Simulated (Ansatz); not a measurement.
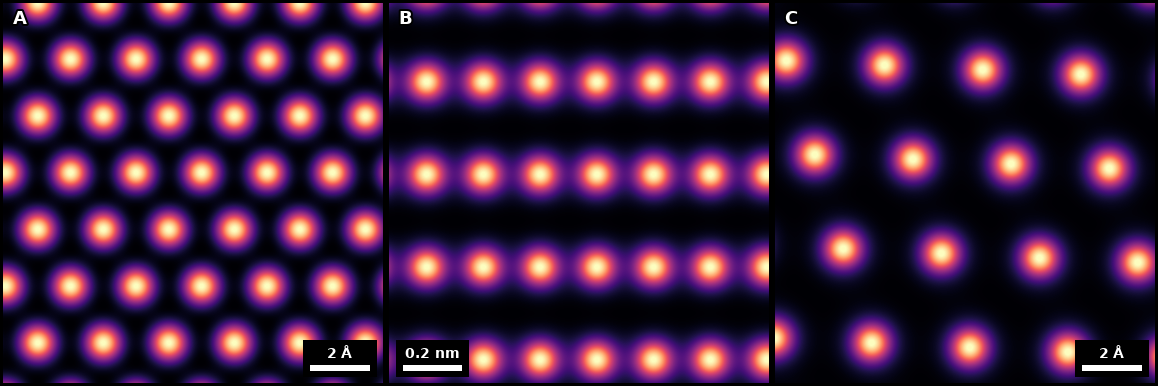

Three views of Yb (Fm-3m, No. 225) along different zone axes. Simulated as the projected potential of neutral atoms (B = 0.8 Å²) blurred by a 0.85 Å probe, the thin-sample limit of integrated differential phase contrast. Structure used: the input geometry of a calculation.

```yaml
crystal:
  lattice:
    - [5.49000, 0.00000, 0.00000]
    - [0.00000, 5.49000, 0.00000]
    - [0.00000, 0.00000, 5.49000]
  atoms:
    - { symbol: Yb, position: [0.00000, 0.00000, 0.00000] }
    - { symbol: Yb, position: [0.00000, 0.50000, 0.50000] }
    - { symbol: Yb, position: [0.50000, 0.00000, 0.50000] }
    - { symbol: Yb, position: [0.50000, 0.50000, 0.00000] }
```

> Match the panels to the zone axes [110], [111] and [211].

A is [111]: projected cell 2.24 × 2.24 Å, 120°, plane group p6mm. B is [211]: projected cell 1.94 × 3.17 Å, 90°, plane group p2mm. C is [110]: projected cell 3.36 × 3.36 Å, 109°, plane group c2mm.
